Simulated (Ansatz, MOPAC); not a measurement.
## A ladder of methods for PBr3 (phosphorus tribromide)

PBr3, singlet, SMILES `BrP(Br)Br`. Each level relaxes the structure for itself.

Quantity: the zero-point energy at each level's own minimum, in kJ/mol. The values are calculated.

```json
{"level": "PM6", "kind": "semi-empirical", "program": "MOPAC", "value (kJ/mol)": "10.3"}
{"level": "PM6-D3H4X", "kind": "semi-empirical", "program": "MOPAC", "value (kJ/mol)": "10.3"}
{"level": "PM6-DH+", "kind": "semi-empirical", "program": "MOPAC", "value (kJ/mol)": "10.3"}
{"level": "PM6-DH2X", "kind": "semi-empirical", "program": "MOPAC", "value (kJ/mol)": "10.3"}
{"level": "HF/STO-3G", "kind": "Hartree–Fock", "program": "Ansatz", "value (kJ/mol)": "12.2"}
{"level": "HF/3-21G", "kind": "Hartree–Fock", "program": "Ansatz", "value (kJ/mol)": "8.8"}
{"level": "HF/6-31G* (Cartesian functions)", "kind": "Hartree–Fock", "program": "Ansatz", "value (kJ/mol)": "10.3"}
{"level": "PBE/def2-SVP", "kind": "GGA", "program": "Ansatz", "value (kJ/mol)": "8.8"}
{"level": "PBE0-D4/def2-TZVP", "kind": "global hybrid", "program": "Ansatz", "value (kJ/mol)": "9.5"}
{"level": "B3LYP/6-31G* (Cartesian functions)", "kind": "global hybrid", "program": "Ansatz", "value (kJ/mol)": "8.9"}
```

All-electron rows without a relativistic Hamiltonian named are non-relativistic. Harmonic and unscaled. The values span 8.8 to 12.2 kJ/mol. Without the sets that lack polarisation functions the rows with a basis span only 8.8 to 10.3 kJ/mol.

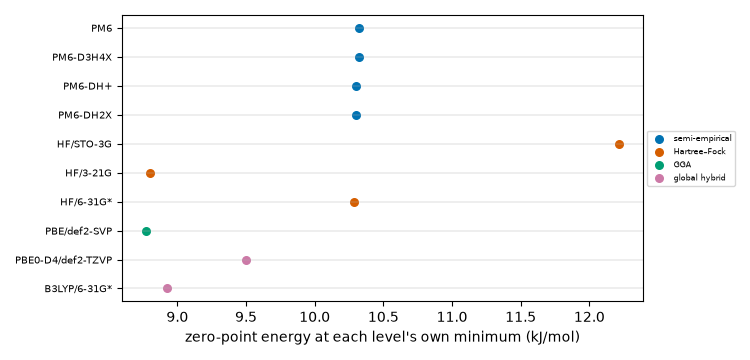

The values of the table, level by level.
